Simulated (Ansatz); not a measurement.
A series of calculations on C2H6BNO2

### Relaxation

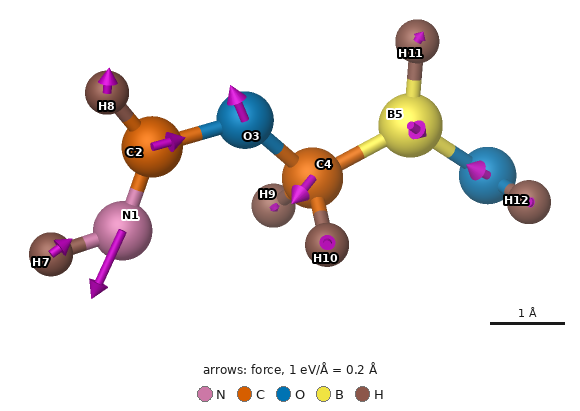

Starting geometry of C₂H₆BNO₂ with the computed forces as purple arrows. Style: ball-and-stick. Shown at a tilt.

The run prepares an end point of a later path (torsion) calculation, from a guessed geometry.

All numbers below come from Ansatz, RKS PBE-D4/def2-SVP.

The input:
```yaml
crystal:
  periodic: [false, false, false]
  atoms:
    - { symbol: "N", position_ang: [-1.8401, 0.9073, 1.3697] }
    - { symbol: C, position_ang: [-0.933, 0.1974, 1.7923] }
    - { symbol: O, position_ang: [0.0584, -0.235, 0.9291] }
    - { symbol: C, position_ang: [0.2241, 0.1174, -0.4413] }
    - { symbol: B, position_ang: [1.4357, -0.5645, -1.1128] }
    - { symbol: O, position_ang: [1.719, -0.332, -2.5132] }
    - { symbol: H, position_ang: [-2.6196, 1.2758, 2.0041] }
    - { symbol: H, position_ang: [-0.8724, -0.0825, 2.8265] }
    - { symbol: H, position_ang: [0.2207, 1.2266, -0.5089] }
    - { symbol: H, position_ang: [-0.754, -0.2664, -0.936] }
    - { symbol: H, position_ang: [2.158, -1.2121, -0.4193] }
    - { symbol: H, position_ang: [1.2803, -1.0873, -2.956] }
basis:
  gaussian: { orbitals: def2-SVP }
hamiltonian:
  xc: pbe
  dispersion: d4
relax:
  f_tol: 0.015
  max_steps: 40
output:
  orbitals: {}
```

Launched with:
```bash
ansatz run input.yaml --threads 2 --pin off --max-ram 3072MiB --backend cpu --events-out ev --progress --plain --runs-dir out
```

Question: Is this structure relaxed? If not, where do the atoms go?

Answer: It isn't relaxed: the largest force vector, on N1, is 5.17 eV/Å. The final displacements have little in common with the starting forces (cosine between the two patterns 0.21). The atom that moves furthest after the best rigid fit is H12 (0.87 Å). By element the largest moves are H 0.87 Å, O 0.37 Å, B 0.20 Å, C 0.19 Å, N 0.13 Å. Near-neighbour distances that change, for instance: B5–O6 1.448 → 1.362 Å, N1–C2 1.227 → 1.278 Å, C4–H10 1.161 → 1.116 Å, N1–H7 1.070 → 1.030 Å. Bond angles that change, for instance: C2–N1–H7 122.2° → 109.6°, C2–O3–C4 127.3° → 116.2°, O3–C2–H8 118.6° → 108.9°. Groups turn about B5–O6 by about 85°. The energy falls by 136.1 kJ/mol in 16 accepted moves (17 points after the start). The largest force component goes from 4 to 0.014 eV/Å. The line search rejected the trial step at point 7 of the run.

### Relaxation

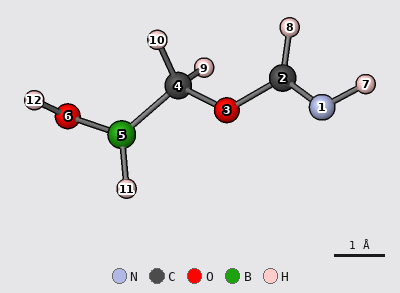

This is the input geometry for a relaxation of C2H6BNO2. The picture is a ball-and-stick view, seen at a tilt.

The run prepares an end point of a later path (torsion) calculation, from a guessed geometry.

Method: Ansatz 0.2.0, RKS PBE-D4/def2-SVP.

The input:
```yaml
crystal:
  periodic: [false, false, false]
  atoms:
    - { symbol: "N", position_ang: [-1.8401, 0.9073, 1.3697] }
    - { symbol: C, position_ang: [-0.933, 0.1974, 1.7923] }
    - { symbol: O, position_ang: [0.0584, -0.235, 0.9291] }
    - { symbol: C, position_ang: [1.12986, -1.12699, 1.22232] }
    - { symbol: B, position_ang: [2.06746, -1.38247, 0.02253] }
    - { symbol: O, position_ang: [3.22253, -2.24231, 0.17056] }
    - { symbol: H, position_ang: [-2.6196, 1.2758, 2.0041] }
    - { symbol: H, position_ang: [-0.8724, -0.0825, 2.8265] }
    - { symbol: H, position_ang: [0.69358, -2.04442, 1.67275] }
    - { symbol: H, position_ang: [1.7179, -0.57306, 2.05664] }
    - { symbol: H, position_ang: [1.75673, -0.91437, -1.02931] }
    - { symbol: H, position_ang: [3.94483, -1.6107, 0.36644] }
basis:
  gaussian: { orbitals: def2-SVP }
hamiltonian:
  xc: pbe
  dispersion: d4
relax:
  f_tol: 0.015
  max_steps: 40
```

Launched with:
```bash
ansatz run input.yaml --threads 2 --pin off --max-ram 3072MiB --backend cpu --events-out ev --progress --plain --runs-dir out
```

What does the optimiser find from here?

H12 moves most after the best rigid fit: 0.83 Å. Largest moves by element: H 0.83 Å, O 0.39 Å, B 0.22 Å, C 0.19 Å, N 0.16 Å. Among the contacts that change: B5–O6 1.448 → 1.360 Å, C2–H8 1.073 → 1.120 Å, N1–C2 1.227 → 1.274 Å, C4–H10 1.161 → 1.119 Å. Bond angles that change, for instance: C2–N1–H7 122.2° → 108.9°, C2–O3–C4 127.3° → 116.8°, B5–O6–H12 103.1° → 112.4°. Groups turn about B5–O6 by about 85°. The energy falls by 1.341 eV in 23 accepted moves (25 points after the start). The largest force component goes from 3.4 to 0.012 eV/Å. The line search rejected the trial steps at points 7, 20 of the run.

The structure at the end:

```xyz
12

N    -1.9743    0.8484    1.3042
C    -0.9539    0.1936    1.6941
O    -0.0175   -0.1992    0.8012
C     1.0709   -0.9736    1.3090
B     2.1434   -1.2512    0.1799
O     3.1788   -2.0682    0.5125
H    -2.5634    1.0645    2.1214
H    -0.7175   -0.1128    2.7455
H     0.7123   -1.9443    1.7311
H     1.5784   -0.4482    2.1567
H     2.0610   -0.7538   -0.9312
H     3.8081   -2.1865   -0.2207
```

After the run, drawn alike:

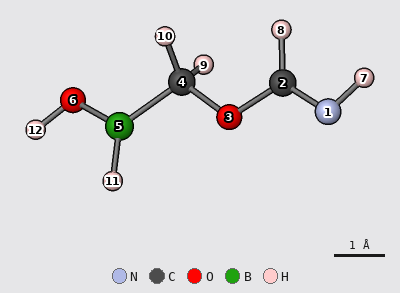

### Path

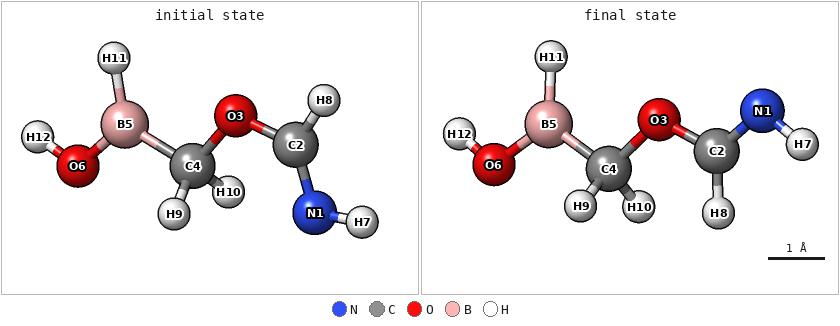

The two relaxed end points of a path for C2H6BNO2. A ball-and-stick model, seen at a tilt.

Theory: RKS PBE-D4/def2-SVP in Ansatz 0.2.0.

Run with 5 movable images; climbing image; force threshold 0.03 eV/Å; iteration limit 60.

Start:
```xyz
12

N    -1.8198    1.0143    1.2858
C    -0.9005    0.2622    1.7579
O     0.0795   -0.2686    1.0065
C     0.0500    0.0544   -0.3958
B     1.2439   -0.6426   -1.1526
O     1.3560   -0.3917   -2.4862
H    -2.4559    1.2994    2.0440
H    -0.7635   -0.0637    2.8135
H     0.0704    1.1614   -0.5311
H    -0.9324   -0.2440   -0.8329
H     2.0389   -1.3795   -0.5869
H     2.1105   -0.8570   -2.8879
```

End:
```xyz
12

N    -1.1863    0.4062    2.7986
C    -1.0976    0.4596    1.5292
O    -0.0153   -0.0538    0.9020
C     0.0337    0.0910   -0.5189
B     1.2869   -0.6629   -1.1217
O     1.5028   -0.5126   -2.4562
H    -2.0770    0.8353    3.0885
H    -1.8488    0.9003    0.8243
H     0.0681    1.1686   -0.8132
H    -0.8901   -0.3205   -0.9980
H     2.0212   -1.3547   -0.4355
H     2.2796   -1.0116   -2.7647
```

> What barrier does the band find between them, and by what path?

Forward barrier 11.7 kcal/mol, backward barrier 6.0 kcal/mol, with image 3 at the top; the reaction energy is +5.7 kcal/mol. The motion is a rotation about the C2–O3 bond by about 185°. No bond forms or breaks between the ends. Bond angles that change up to the highest image, for instance: O3–C2–H8 108.9° → 113.1°, B5–C4–H10 111.1° → 108.6°. The band is converged. At the top, the vibrational analysis gives one imaginary mode (215i cm⁻¹), as a transition state must have.

Energies of the converged images:

```json
{"image": "0", "path (Å)": "0.00", "E (kcal/mol)": "0.0"}
{"image": "1", "path (Å)": "0.92", "E (kcal/mol)": "0.2"}
{"image": "2", "path (Å)": "1.84", "E (kcal/mol)": "4.8"}
{"image": "3", "path (Å)": "2.76", "E (kcal/mol)": "11.7"}
{"image": "4", "path (Å)": "3.67", "E (kcal/mol)": "8.3"}
{"image": "5", "path (Å)": "4.57", "E (kcal/mol)": "5.8"}
{"image": "6", "path (Å)": "5.47", "E (kcal/mol)": "5.7"}
```

The geometry at the top of the path:

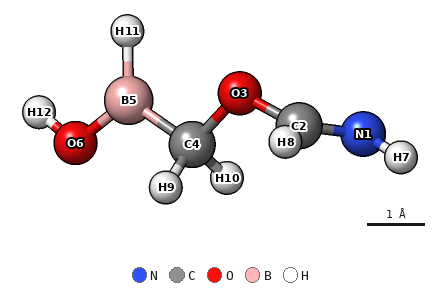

Cost: 2.6 min on 2 threads of Arm Neoverse V2, with other jobs on the host, peak memory 0.15 GiB.
